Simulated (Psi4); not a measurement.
# SiHBrF (SMILES F[SiH]Br) at U-wB97X-D/def2-TZVPD (sweep point 8)

Aim: the vertical electron affinity of SiHBrF at U-wB97X-D/def2-TZVPD (sweep point 8), from 2 runs. 

Program for the calculation: Psi4 1.11.

4 further runs of the same task are left out: 2 for a known fault of the program, 2 set aside as unsound or not needed.

**1. Starting point**

SiHBrF: 4 atoms, total charge 0, spin state doublet. SMILES: `F[SiH]Br`. The shape is that of a PBE0-D4/def2-TZVP optimisation.

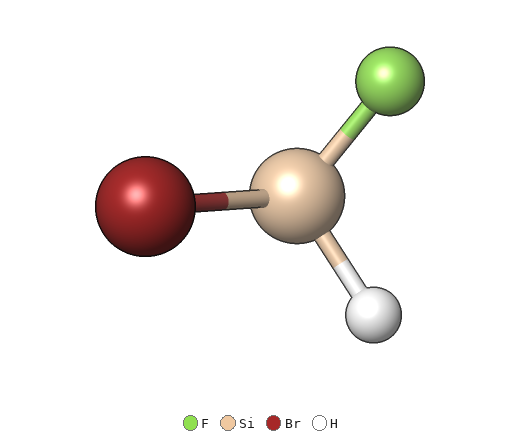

Viewed from a chosen angle; fluorine green, silicon light orange, bromine red, hydrogen white.

**2. The energy at U-wB97X-D/def2-TZVPD (sweep point 8)**

File job.py:

```python
import psi4

psi4.set_memory(1600000000)
psi4.set_num_threads(1)
psi4.core.set_output_file('brfhsi.out', False)

m = psi4.geometry("""
0 2
F     -1.077500    -0.285400     1.078300
Si    -0.289800    -0.254700    -0.309800
Br     1.852200    -0.643700     0.073700
H     -0.429400     1.123400    -0.862500
symmetry c1
""")

psi4.set_options(dict(reference='uks', puream=True, scf_type='pk', dft_radial_points=99, dft_spherical_points=590, maxiter=150))

e, wfn = psi4.energy("wb97x-d/def2-TZVPD", return_wfn=True)
print('E =', round(e, 9))
```

Launch:

```console
$ python job.py
```

brfhsi.out:

```text
[...]
  Running in c1 symmetry.
[...]
  Nuclear repulsion =  225.521655781163076
[...]
  Multiplicity = 2
[...]
  Nalpha       = 30
  Nbeta        = 29
[...]
    Number of basis functions: 149
[...]
   @UKS iter   1: -2963.89455689089027   -1.57092e+00   1.01797e-02 DIIS/ADIIS
[...]
   @UKS iter   9: -2964.23175758618936   -1.61540e-07   5.12453e-07 DIIS
[...]
   @S^2 Observed:                7.521157200E-01
[...]
    Orbital Energies [Eh]
    ---------------------
    Alpha Occupied:
       1A   -483.142366     2A    -66.347962     3A    -62.690847
       4A    -56.481079     5A    -56.479095     6A    -56.478874
       7A    -24.823707     8A     -8.832052     9A     -6.650447
      10A     -6.644043    11A     -6.643526    12A     -5.466872
      13A     -3.813076    14A     -3.811392    15A     -3.808900
      16A     -2.754793    17A     -2.752899    18A     -2.752542
      19A     -2.747420    20A     -2.747414    21A     -1.314047
      22A     -0.893803    23A     -0.663070    24A     -0.567662
      25A     -0.559043    26A     -0.546339    27A     -0.461084
      28A     -0.414981    29A     -0.403427    30A     -0.315023
    Alpha Virtual:
[...]
  @UKS Final Energy: -2964.23175758618936
   => Energetics <=
    Nuclear Repulsion Energy =            225.5216557811630764
    One-Electron Energy =               -4573.1499552320219664
    Two-Electron Energy =                1474.7694857424503425
    DFT Exchange-Correlation Energy =     -91.3722816855975850
    Empirical Dispersion Energy =          -0.0006621921828511
    VV10 Nonlocal Energy =                  0.0000000000000000
    Total Energy =                      -2964.2317575861893602
[...]
 Multipole Moments:
 ------------------------------------------------------------------------------------
     Multipole            Electronic (a.u.)      Nuclear  (a.u.)        Total (a.u.)
 ------------------------------------------------------------------------------------
 L = 1.  Multiply by 2.5417464519 to convert [e a0] to [Debye]
 Dipole X            :          7.1203480           -7.2350292           -0.1146812
 Dipole Y            :         -2.4902681            2.6175702            0.1273022
 Dipole Z            :          0.9141279           -1.3423917           -0.4282638
 Magnitude           :                                                    0.4612673
[...]
```

On the terminal:

```text
E = -2964.231757586
```

Wall time 60 s (1 thread of AMD EPYC 7R43 (Zen 3), shared host); peak memory 1.3 GiB.

**3. The singlet anion**

File calc.py:

```python
import psi4

psi4.set_memory('1600 MB')
psi4.set_num_threads(1)
psi4.core.set_output_file('brfhsi.out', False)

molecule = psi4.geometry("""
-1 1
F     -1.077500    -0.285400     1.078300
Si    -0.289800    -0.254700    -0.309800
Br     1.852200    -0.643700     0.073700
H     -0.429400     1.123400    -0.862500
symmetry c1
""")

psi4.set_options({
    'reference': 'rks',
    'puream': True,
    'scf_type': 'pk',
    'dft_radial_points': 99,
    'dft_spherical_points': 590,
})

e_tot = psi4.energy("wb97x-d/def2-TZVPD")
print('E =', round(e_tot, 9))
```

Launch:

```console
$ python calc.py
```

brfhsi.out:

```text
[...]
  Running in c1 symmetry.
[...]
  Nuclear repulsion =  225.521655781163076
[...]
  Multiplicity = 1
[...]
  Nalpha       = 30
  Nbeta        = 30
[...]
    Number of basis functions: 149
[...]
   @RKS iter   1: -2963.89169282473631   -1.56806e+00   1.04128e-02 DIIS/ADIIS
[...]
   @RKS iter   9: -2964.28098904136232   -5.91387e-07   7.64635e-07 DIIS
[...]
    Orbital Energies [Eh]
    ---------------------
    Doubly Occupied:
       1A   -482.936616     2A    -66.075587     3A    -62.485819
       4A    -56.275438     5A    -56.274202     6A    -56.273872
       7A    -24.605270     8A     -8.627531     9A     -6.444727
      10A     -6.440388    11A     -6.439381    12A     -5.197975
      13A     -3.544123    14A     -3.541854    15A     -3.537580
      16A     -2.549461    17A     -2.548237    18A     -2.547447
      19A     -2.543930    20A     -2.543890    21A     -1.098661
      22A     -0.689230    23A     -0.439982    24A     -0.350643
      25A     -0.346848    26A     -0.324941    27A     -0.244029
      28A     -0.213419    29A     -0.207014    30A     -0.041494
[...]
  @RKS Final Energy: -2964.28098904136232
   => Energetics <=
    Nuclear Repulsion Energy =            225.5216557811630764
    One-Electron Energy =               -4585.9930608950971873
    Two-Electron Energy =                1487.6865332017564469
    DFT Exchange-Correlation Energy =     -91.4954549370013837
    Empirical Dispersion Energy =          -0.0006621921828511
    VV10 Nonlocal Energy =                  0.0000000000000000
    Total Energy =                      -2964.2809890413623179
[...]
 Multipole Moments:
 ------------------------------------------------------------------------------------
     Multipole            Electronic (a.u.)      Nuclear  (a.u.)        Total (a.u.)
 ------------------------------------------------------------------------------------
 L = 1.  Multiply by 2.5417464519 to convert [e a0] to [Debye]
 Dipole X            :          8.8082855           -7.2350292            1.5732562
 Dipole Y            :         -2.4072846            2.6175702            0.2102856
 Dipole Z            :          2.1109874           -1.3423917            0.7685956
 Magnitude           :                                                    1.7635460
[...]
```

Standard output:

```text
E = -2964.280989041
```

Run time: 48 s. Hardware: 1 thread of AMD EPYC 7R43 (Zen 3), shared host; peak memory 1.3 GiB.

**4. What came out**

Level: U-wB97X-D/def2-TZVPD (sweep point 8).

```
                                                            quantity           value
                                        doublet SiHBrF: total energy  -2964.23176 Eh
                                       doublet SiHBrF: dipole moment          1.17 D
                  doublet SiHBrF: HOMO energy (highest over α and β)        -8.57 eV
                   doublet SiHBrF: LUMO energy (lowest over α and β)        -1.78 eV
                                   doublet SiHBrF: dispersion energy    -1.74 kJ/mol
                                                doublet SiHBrF: ⟨S²⟩           0.752
                                         singlet anion: total energy  -2964.28099 Eh
                                          singlet anion: HOMO energy        -1.13 eV
                                          singlet anion: LUMO energy         4.43 eV
singlet anion: HOMO–LUMO gap (to an unbound level, set by the basis)         5.56 eV
                                    singlet anion: dispersion energy    -1.74 kJ/mol
                   vertical electron affinity (to the singlet anion)        1.340 eV
```

At fixed nuclei the extra electron is bound by 1.34 eV (31 kcal/mol).
